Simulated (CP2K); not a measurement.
Consider 1,2-dichloroethane at its PBE geometry (Å).

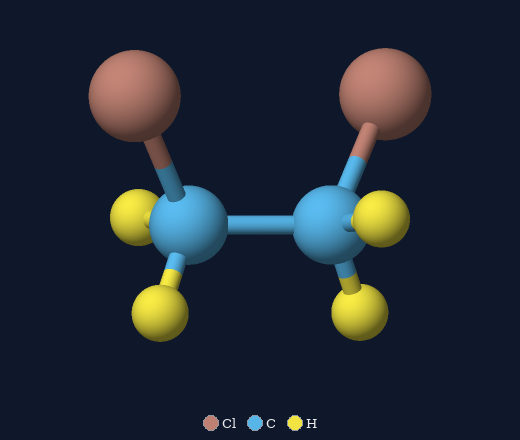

The molecule (chlorine pink, carbon blue, hydrogen yellow).

```xyz
8

Cl    1.7929    0.6695   -0.9279
C     0.7003   -0.2832    0.1368
C    -0.7610    0.0378   -0.0888
Cl   -1.2031    1.6909    0.4658
H     1.0005   -0.0806    1.1706
H     0.8793   -1.3423   -0.0928
H    -1.0280   -0.0280   -1.1491
H    -1.3809   -0.6641    0.4855
```

Method: CP2K XAS_TDP, all-electron GAPW, PBEh(45%), aug-pc-1, TDA, GW2X-corrected core level, ZORA, spin–orbit coupling.

Question: Predict the bright core excitations at the Cl L₂,₃ edge.

Leading lines: Cl1 202.50 eV. The leading line of an atom is its first one with 35 % of the strongest within 2.5 eV of its lowest line over the strength cut. Core ionisation energies at this level: Cl1 206.78/206.93/208.35 eV; the 2p½ level lies 1.50 eV above the 2p3/2 pair.

The first six lines of each atom with a strength over 0.0003:

| atom | energy (eV) | states | strength, one atom | above the computed threshold |
| --- | --- | --- | --- | --- |
| Cl1 (bonded to C), 2 alike | 202.50 | 2 | 0.0059 |  |
|  | 204.00 | 2 | 0.0043 |  |
|  | 204.96 | 2 | 0.0008 |  |
|  | 205.05 | 1 | 0.0011 |  |
|  | 206.57 | 3 | 0.0013 |  |
|  | 207.57 | 5 | 0.0004 | yes |

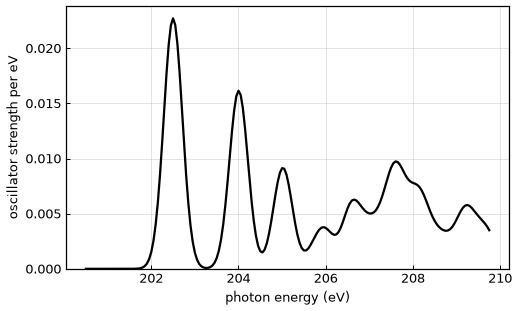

All atoms added, broadened by 0.5 eV.

Lines are vertical, at one geometry, with no vibrational structure. GW2X ionisation energies and lines can be off by 1 to 2 eV either way, and a good line position may hide errors that cancel. Rydberg lines, and the discretised continuum above threshold, depend on the basis and the box.

[Banner, clock and machine lines of the logs are left out without a mark of their own.]

[Logs are printed without paths, hosts, clocks, repeated set-up lines and the standing remarks that a program may print on its own settings, such as how far it seeks lower states.]

[Hosts, paths, dates, database ids (printed as entryN), source tags and the programs' standing remarks are cut or masked in the printed files.]
